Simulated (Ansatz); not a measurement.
# Is Rh-Pt-Pt-Rh stack of (111) layers a stable metal?, part 2 of 3

Question: is the lattice of Rh-Pt-Pt-Rh stack of (111) layers stable, and if so, what are its coupling constant and resistivity?

Ansatz 0.2.0; DFT LDA, scalar-relativistic, plane waves, PAW; PAW set soft_1.

So far: The structure; Rough relaxation; Relaxing cell and atoms.

### Step 4. Tight relaxation

No force is left; the cell is relaxed once more with another smearing and tight thresholds.

input.yaml

```yaml
crystal:
  lattice:
    - [2.6538812649, 0.0, 0.0]
    - [-1.3269406324, 2.298328594, 0.0]
    - [0.0, 0.0, 37.3792790878]
  atoms:
    - { symbol: Rh, position: [0.0, 0.0, 0.1468434573] }
    - { symbol: Pt, position: [0.3333333333, 0.6666666667, 0.2063905769] }
    - { symbol: Pt, position: [0.6666666667, 0.3333333333, 0.2695319244] }
    - { symbol: Rh, position: [0.0, 0.0, 0.329079044] }
  periodic: [true, true, false]
kpoints:
  mp_grid: { grid: [12, 12, 1] }
hamiltonian:
  xc: lda
  pseudopotentials: { kind: paw, azcp: { folder: soft_1 }, xc_functional: pbe }
scf:
  occupations: { method: methfessel_paxton, width: 0.2 }
output:
  forces: true
  stress: true
  eigenvalues: true
relax:
  adjacent_minimum: "off"
  f_tol: 0.001
  max_steps: 60
  cell: { stress_2d_tol: 0.002 }
```

Run with:

```
ansatz run input.yaml --threads 4 --pin off --max-ram 12288MiB --backend cpu --events-out ev --progress --plain --runs-dir out
```

Numbers of over 12 decimals in the logs are rounded to 6 here.

The program printed:

```text
[the first part of the log is left out]
  E_aug_tail   = 0.002115  (compensation charges beyond the density's cutoff)
  E_ewald      = 223224.674985
  E_core_change = 2.172780  (= ΣΔE_core)
  E_smearing   = -0.024058  (= −TS)
  E_closure    = -0.000000  (closes the sum)
  Σ components = -37047.625956   (vs F -37047.625956, Δ=0.00e0)
--- Forces (eV/Å), atoms counted from 1 ---
  atom   1  Rh    -0.00000000     0.00000000     0.00015758
  atom   2  Pt    -0.00000000    -0.00000000    -0.00009995
[...]
0.000000      -0.000000       0.000000
  P = ½ c Tr σ = 0.0010 N/m
--- Band table (eV; the first three rows and the last of 19) ---
[...]
--- Relaxed structure (3 steps of the walk, 2 accepted, 1 SCFs on fresh bases) ---
[...]
cell:  # Å, volume = 227.9703 Å³
    - [2.653740, -2.88660283624573e-11, 0]
    - [-1.326870, 2.298206, 0]
    - [0, 0, 37.3792790878]
  atoms:
    - { symbol: Rh, position: [0, 0, 0.146858] }
    - { symbol: Pt, position: [0.333333, 0.666667, 0.206408] }
    - { symbol: Pt, position: [0.666667, 0.333333, 0.269515] }
    - { symbol: Rh, position: [0, 0, 0.329064] }
```

Wall time 17 s (4 threads of Arm Neoverse V1, shared host); peak memory 0.64 GiB.

Little changed from the start: no atom moved by 0.005 Å and no cell edge by 0.1 %.

### Step 5. Phonons: q 2×2×1, k 8×8×1

Couplings are defined for a stable lattice alone, so phonons come first.

input.yaml

```yaml
crystal:
  lattice:
    - [2.6537400014, 0.0, 0.0]
    - [-1.3268700007, 2.2982062563, 0.0]
    - [0.0, 0.0, 37.3792790878]
  atoms:
    - { symbol: Rh, position: [0.0, 0.0, 0.146858459] }
    - { symbol: Pt, position: [0.3333333333, 0.6666666667, 0.2064075391] }
    - { symbol: Pt, position: [0.6666666667, 0.3333333333, 0.2695149622] }
    - { symbol: Rh, position: [0.0, 0.0, 0.3290640423] }
  periodic: [true, true, false]
kpoints:
  mp_grid: { grid: [8, 8, 1] }
hamiltonian:
  xc: lda
  pseudopotentials: { kind: paw, azcp: { folder: soft_1 }, xc_functional: pbe }
scf:
  occupations: { method: methfessel_paxton, width: 0.2 }
output:
  eigenvalues: true
phonons:
  method: dfpt
  qmesh: [2, 2, 1]
  temperatures: { t_max: 1000, t_step: 50 }
  qpath:
    path:
      - [0.0, 0.0, 0.0]
      - [0.5, 0.0, 0.0]
      - [0.33333333, 0.33333333, 0.0]
      - [0.0, 0.0, 0.0]
    npoints: 10
```

The program printed:

```text
Warning: crystal.symmetry: narrowed to the stabiliser of the run's FFT grids — unitary ops 12 → 6. A phonons.method: dfpt run fills in the rows of the dynamical matrix that it does not solve by its symmetry operations, which is exact only for operations that map its FFT grids onto themselves: filled in by any other, the frequencies could depend on the order in which like atoms are typed, or, by more than the grids' own error, on where the crystal sits among the grids' points. Excluded: 6 operations. The run can therefore solve more perturbations, solve them on more k-points, or both, and cost more. [rest of the remark cut]
[...]
Crystal: 4 atoms, lattice volume = 227.970 Å³
Basis set: ecut = 420 eV, 4547 PW (Γ), exchange–correlation on 36×36×500 points (8 copies of the dense FFT grid, shifted against one another)
Bands: 42, of which v1, the nominal top of the filled ones, is band 35 counted from 1 (34 counted from 0)
Symmetry: 12 space group operations
k-points: 10 of 64 (irreducible under 6 space group operations, time reversal used)
[...]
SCF iter   1: F=—  HF=-37050.137480 eV  |F-HF|=—  |Δ(HF+E_count)|=         —  Δρ=6.25e-2  dr2=2.72e1  ethr=3.10e-3  ⟨swp⟩=14.7  Hψ=3048  notcnv=0
[...]
SCF iter  14: F=-37047.650349 eV  HF=-37047.650349 eV  |F-HF|=5.24e-10  |Δ(HF+E_count)|=   1.90e-9  S|Δr|=    0.00e0  Δρ=3.68e-8  dr2=3.55e-12  ethr=1.00e-12  ⟨swp⟩=20.5  Hψ=3936  notcnv=0
SCF 1 converged in 14 iterations: F = -37047.650349 eV  dr2 = 3.55e-12
[...]
phonons: the bands overlap, so this run is a metal and interpolates without the dipole-dipole term. If the crystal is really an insulator or semiconductor, its LO-TO splitting is missing
NSCF: frozen V_eff on 10 k-points
WARN: eigensolver did not converge (k=0): 1 band(s) unlocked after 2 eigensolves, warm-restarted (20 sweeps on the last) at ethr=2.58e-12 eV (storage-precision floor; scheduled 1.00e-12 eV) (lowest unlocked band 41, counted from 0; max residual 2.61e-3 eV among the unlocked bands, 2.61e-3 eV over every band; other slots of this pass that fall short are told together in one closing line; warning suppressed until the next SCF loop or pass starts)
WARN: eigensolver did not converge in 9 slots of this pass, the one above among them; of largest residual over every band (k=1): 1 band(s) unlocked (lowest unlocked band 41, counted from 0; max residual 7.03e-3 eV among the unlocked bands, 7.03e-3 eV over every band); of lowest unlocked band (k=0): band 41
[...]
DFPT response loops at q = (0, 0, 0) (fractional): preconditioner auto → none (partly filled bands, converged f_vac=0.715); β = 0.50; Broyden in place of MSR1
[...]
SCF converged after 14 iterations
Stability not checked: this state was not tested for a lower state beside it, because cold or Methfessel-Paxton smearing, or corrected tetrahedra, fill the levels in a way that the test cannot read (fill_not_monotonic; see scf.lower_state_search)
Free energy (F): -37047.650349 eV
[...]
Internal energy: -37047.637653 eV  (E = F + TS)
E sigma→0 (E₀):  -37047.647175 eV
Entropy (-TS):   -0.012696 eV (-3.174 meV/atom)
Fermi energy:    -5.807285 eV
[...]
--- Band table (eV; the first three rows and the last of 10) ---
  k-point 0: bands = [... 31 lower, -7.2665, -7.2665, -6.8290, -6.8290, -6.0409, -5.7701, -5.7701, -5.5358, ... 3 higher]
  k-point 1: bands = [... 31 lower, -7.5523, -7.3457, -7.0813, -6.8464, -6.8444, -6.1554, -5.8004, -5.5348, ... 3 higher]
  k-point 2: bands = [... 31 lower, -7.6759, -7.3434, -6.7892, -6.5901, -6.4980, -5.8947, -5.5462, -5.1343, ... 3 higher]
  k-point 9: bands = [... 31 lower, -7.0681, -6.1460, -6.0545, -5.7666, -5.6810, -0.6662, -0.4874, 0.3102, ... 3 higher]
--- Phonons (Γ-DFPT): 8 representative perturbations + reference (Σ response iterations 49) ---
  ASR residual: 4.620e-4 → 0.000e0 eV/Å²; symmetrization residual: 1.608e-4 eV/Å²
  The last average, over the group as it would stand without the narrowing to the FFT grids, took up to 3.387e-5 eV/Å² of the zone centre's force constants
  ASR residual per site (eV/Å²): 1.95e-4 4.62e-4 3.94e-4 2.00e-4
  Γ frequencies (cm⁻¹): 0.00 0.00 0.00 32.84 32.84 77.92 77.92 90.80 98.49 98.49 179.33 198.18
--- Phonons (arbitrary-q DFPT): 2 irreducible q on the 2×2×1 mesh ---
  q = [0.0000, 0.0000, 0.0000] (star 1, of the zone-centre solve; hermiticity 2.47e-5, symmetrization 1.29e-12, taken by the last average 2.60e-6): -0.00 0.00 0.00 32.84 32.84 77.92 77.92 90.80 98.49 98.49 179.33 198.18
  q = [0.0000, -0.5000, 0.0000] (star 3, 12 solved perturbations on 21 of 64 k-point pairs; hermiticity 1.69e-6, symmetrization 3.94e-9, taken by the last average 8.90e-7): 81.81 87.32 129.55 130.37 134.73 142.95 147.40 155.57 196.12 203.97 227.89 234.31
  sum rule: each row above includes the acoustic sum rule's correction from the zone centre's row sums; it moved no ω² by more than (0.80 cm⁻¹)²
  mesh force constants: q→R imaginary residual 9.46e-18; ASR residual 4.620e-4 → 0.000e0 eV/Å²; symmetrization residual 2.487e-14 eV/Å²
  interpolated dispersion: 31 rows × 12 modes
  density of states and harmonic sums: on the 28×28×1 q-mesh, interpolated from the force constants of a 2×2×1 supercell (no non-analytic term)
  largest difference from the sums on the solved wave vectors: F 8.79e-2 eV, S 1.39e-4 and C_V 5.11e-5 eV/K
  zero-point energy: 0.104722 eV/cell   skipped modes (ω ≤ 0): 17, of them read as no rigid motion or as one in doubt: 14 (1.531e-1 modes/cell left out, lowest -18.88 cm⁻¹)   left out of the sums: 1.31e-2 of the cell's modes: C_V's classical limit lies that fraction below 3 k_B per atom; for a crystal, a wire or a layer, F and S can be off by more, and a phonons.interpolated_qmesh denser along its periods is the remedy for the sampling
```

The job ended after 2.8 min (4 threads; peak memory 1 GiB).

The column dr2 measures how far the density is from self-consistency, as an energy; F and HF (Harris–Foulkes) agree once it is small.

This step gave:

| Property | Result |
| --- | --- |
| share of imaginary modes | 0.0136 |
| highest frequency on the path or at a solved wavevector | 234.3 cm⁻¹ |

Solved on the 2×2×1 mesh alone; all other wavevectors are interpolated. Phonon branches along the path, in cm⁻¹:

```csv
point,branch 1,branch 2,branch 3,branch 4,branch 9,branch 10,branch 11,branch 12
Γ,0,0,0,33,98,98,179,198
M,82,87,130,130,196,204,228,234
K,90,90,129,129,197,205,205,211
Γ,0,0,0,33,98,98,179,198
```

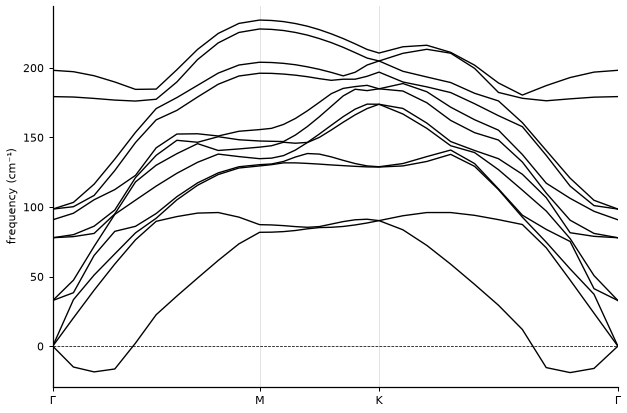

Phonon branches along the path.

The modes has structure finer than the step of the table below, so its rows give means over 20 cm⁻¹, whole bins alone (the curve runs from -28.6 to 251 cm⁻¹). Peaks (cm⁻¹: height): Pt -16.3: 0.0106, 94.4: 0.0766, 136.6: 0.0433, 178.7: 0.0455, 213.9: 0.0544; Rh 94.4: 0.0422, 131.3: 0.0933, 147.1: 0.0868, 192.8: 0.0669.

Phonopy on the run's constants, 21x21x1 mesh, Gaussian sigma 2.0 cm⁻¹. Modes against wavenumber; means over each step; values in 1/cm⁻¹/cell:

```csv
wavenumber (cm⁻¹),Pt,Rh
0,0.00176,9.2e-4
20,0.00450,0.00225
40,0.00848,0.00529
60,0.0128,0.00767
80,0.0274,0.0195
100,0.0354,0.0271
120,0.0234,0.0366
140,0.0399,0.0797
160,0.0348,0.0363
180,0.0342,0.0481
200,0.0275,0.0319
220,0.0416,0.00224
240,0.00424,1.6e-4
```

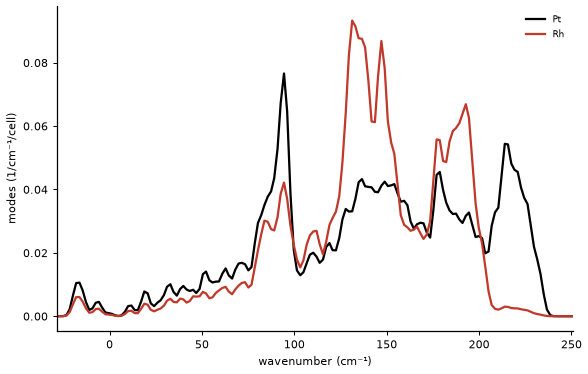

Modes against wavenumber.

No LO-TO term; unit eigenvectors of the mass-weighted matrix. The modes at Γ (shares of kinetic energy by element, %):

```csv
mode,frequency (cm⁻¹),symmetry,Rh %,Pt %
1,0.0,unnamed,35,65
2,0.0,unnamed,35,65
3,0.0,unnamed,35,65
4,32.8,Eg,69,31
5,32.8,Eg,69,31
6,77.9,Eu,65,35
7,77.9,Eu,65,35
8,90.8,A1g,55,45
9,98.5,Eg,31,69
10,98.5,Eg,31,69
11,179.3,A2u,65,35
12,198.2,A1g,45,55
```

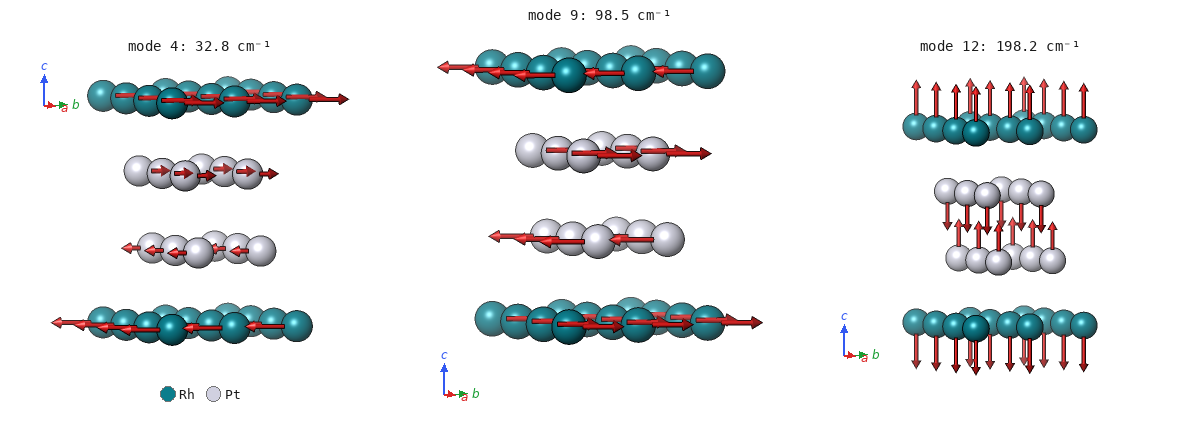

Displacement patterns of modes 4, 9 and 12 at Γ; arrows are exaggerated. 3×2×1 cells are drawn. Some periodic images of atoms are drawn too.

Among the solved wavevectors the lowest mode, translations apart, is 32.8 cm⁻¹, so these are real on this k mesh.

### Step 6. Electron–phonon run: q 2×2×1, k 8×8×1, scattering 12×12×1

A first run on coarse meshes.

Changes to input.yaml since step 5:

```diff
@@ -31 +31,6 @@
     npoints: 10
+  electrical_resistivity:
+    mesh: [12, 12, 1]
+    temperatures: [20.0, 50.0, 77.0, 100.0, 150.0, 200.0, 300.0, 400.0, 600.0, 800.0]
+  superconductivity: { mesh: [12, 12, 1], eliashberg_equations: false }
+  electron_occupations: "off"
```

The program printed:

```text
[the first part of the log is left out]
  E_nonlocal   = 1033.552661
  E_hartree    = 233882.453014
  E_xc         = -862.698348
  E_vxc        = -1047.018043  (∫ρ·V_xc dr)
  E_paw        = -25375.491448  (= ΣΔE_a)
  E_vpaw       = -1233.833348  (= ΣTr[D̂ρ^β])
  E_aug_tail   = 0.002114  (compensation charges beyond the density's cutoff)
  E_ewald      = 223224.674941
  E_core_change = 2.172780  (= ΣΔE_core)
  E_smearing   = -0.012696  (= −TS)
  E_closure    = -0.000000  (closes the sum)
  Σ components = -37047.650349   (vs F -37047.650349, Δ=0.00e0)
--- Band table (eV; the first three rows and the last of 10) ---
  k-point 0: bands = ["-104.8470", "-104.8335", "-84.0841", "-84.0841", "-58.9723", "-58.7547", "-58.6436", "-58.6436", "-58.6194", "-58.6194", "-51.8671", "-51.8668", "-51.7521", "-51.7521", "-51.7521", "-51.7521", "-16.0024", "-14.5363", "-12.1929", "-12.0885", "-10.3098", "-9.9222", "-9.9222", "-9.7945", "-9.7945", "-9.4287", "-8.4936", "-8.4936", "-8.4595", "-8.3793", "-8.3793", "-7.2665", "-7.2665", "-6.8290", "-6.8290", "-6.0409", "-5.7701", "-5.7701", "-5.5358", "-5.5358", "-5.2944", "-0.2633"]
  k-point 1: bands = ["-104.8405", "-104.8279", "-84.0710", "-84.0710", "-58.9550", "-58.7646", "-58.7168", "-58.7049", "-58.6662", "-58.6389", "-51.8545", "-51.8543", "-51.8480", "-51.8480", "-51.7750", "-51.7750", "-15.3865", "-13.9179", "-11.7919", "-11.6523", "-10.3780", "-10.2624", "-10.2381", "-9.4280", "-9.4063", "-9.3448", "-9.1019", "-8.7746", "-8.4496", "-8.2736", "-8.0102", "-7.5523", "-7.3457", "-7.0813", "-6.8464", "-6.8444", "-6.1554", "-5.8004", "-5.5348", "-4.4940", "-3.2658", "0.1271"]
  k-point 2: bands = ["-104.8245", "-104.8145", "-84.0392", "-84.0392", "-58.9515", "-58.9411", "-58.8721", "-58.7352", "-58.7199", "-58.6864", "-52.0776", "-52.0775", "-51.8299", "-51.8299", "-51.8227", "-51.8226", "-13.9936", "-12.8679", "-11.6455", "-11.2042", "-11.0987", "-10.5131", "-10.2300", "-9.6284", "-9.3460", "-8.7850", "-8.6760", "-8.1404", "-8.0107", "-7.9739", "-7.9496", "-7.6759", "-7.3434", "-6.7892", "-6.5901", "-6.4980", "-5.8947", "-5.5462", "-5.1343", "-3.1202", "-0.9180", "1.1854"]
  k-point 9: bands = ["-104.7952", "-104.7934", "-83.9844", "-83.9844", "-59.1290", "-59.1040", "-58.9764", "-58.9436", "-58.7782", "-58.7506", "-52.2799", "-52.2799", "-52.1087", "-52.1086", "-51.7690", "-51.7689", "-12.0424", "-11.8327", "-11.5367", "-11.1184", "-10.9919", "-10.5029", "-10.3243", "-9.5793", "-9.5006", "-8.7629", "-8.6725", "-8.3394", "-7.9123", "-7.7767", "-7.0953", "-7.0681", "-6.1460", "-6.0545", "-5.7666", "-5.6810", "-0.6662", "-0.4874", "0.3102", "1.3097", "2.2440", "2.3865"]
--- Phonons (Γ-DFPT): 8 representative perturbations + reference (Σ response iterations 49) ---
  ASR residual: 3.745e-5 → 0.000e0 eV/Å²; symmetrization residual: 2.691e-7 eV/Å²
  The last average, over the group as it would stand without the narrowing to the FFT grids, took up to 2.370e-7 eV/Å² of the zone centre's force constants
  ASR residual per site (eV/Å²): 3.70e-5 3.63e-5 3.62e-5 3.74e-5
  Γ frequencies (cm⁻¹): 0.00 0.00 0.00 32.84 32.84 77.92 77.92 90.81 98.49 98.49 179.33 198.18
--- Phonons (arbitrary-q DFPT): 2 irreducible q on the 2×2×1 mesh ---
  q = [0.0000, 0.0000, 0.0000] (star 1, of the zone-centre solve; hermiticity 4.13e-8, symmetrization 1.29e-12, taken by the last average 1.82e-8): -0.00 -0.00 0.00 32.84 32.84 77.92 77.92 90.81 98.49 98.49 179.33 198.18
  q = [0.0000, -0.5000, 0.0000] (star 3, 12 solved perturbations on 21 of 64 k-point pairs; hermiticity 3.71e-8, symmetrization 1.96e-10, taken by the last average 6.67e-9): 81.81 87.33 129.55 130.37 134.74 142.95 147.40 155.57 196.12 203.97 227.89 234.31
  sum rule: each row above includes the acoustic sum rule's correction from the zone centre's row sums; it moved no ω² by more than (0.31 cm⁻¹)²
  mesh force constants: q→R imaginary residual 9.46e-18; ASR residual 3.745e-5 → 0.000e0 eV/Å²; symmetrization residual 2.842e-14 eV/Å²
  interpolated dispersion: 31 rows × 12 modes
  density of states and harmonic sums: on the 28×28×1 q-mesh, interpolated from the force constants of a 2×2×1 supercell (no non-analytic term)
  largest difference from the sums on the solved wave vectors: F 8.79e-2 eV, S 1.39e-4 and C_V 5.11e-5 eV/K
  zero-point energy: 0.104723 eV/cell   skipped modes (ω ≤ 0): 17, of them read as no rigid motion or as one in doubt: 14 (1.531e-1 modes/cell left out, lowest -18.88 cm⁻¹)   left out of the sums: 1.31e-2 of the cell's modes: C_V's classical limit lies that fraction below 3 k_B per atom; for a crystal, a wire or a layer, F and S can be off by more, and a phonons.interpolated_qmesh denser along its periods is the remedy for the sampling
Error: electrical resistivity: the mode of lowest frequency at the wavevector [0.0833, 0.0833, 0.0000] is imaginary, -18.11 cm⁻¹ (written negative): every mode at the wavevectors of the force constants' own supercell is real, and this one is interpolated between them; take force constants of more repeats (phonons.supercell, under dfpt phonons.qmesh), or, with a block electrical_resistivity or superconductivity, name a file of force constants under which the crystal is stable (phonons.electron_phonon_force_constants)
The harmonic force constants that this run solved are whole in <dir>
```

Elapsed: 2.9 min, on 4 threads; peak memory 1 GiB.

The run ended with an error.

The program's message: “electrical resistivity: the mode of lowest frequency at the wavevector [0.0833, 0.0833, 0.0000] is imaginary, -18.11 cm⁻¹ (written negative): every mode at the wavevectors of the force constants' own …”

The run stops because a mode is imaginary on the scattering mesh, where no scattering rate is defined; denser k meshes, other smearings and, between solved wavevectors, finer q meshes show whether the instability is real.

[end of part 2 of 3]

[Logs are printed without paths, hosts, clocks, repeated set-up lines and the standing remarks that a program may print on its own settings, such as how far it seeks lower states.]

[Hosts, paths, dates, database ids (printed as entryN), source tags and the programs' standing remarks are cut or masked in the printed files.]
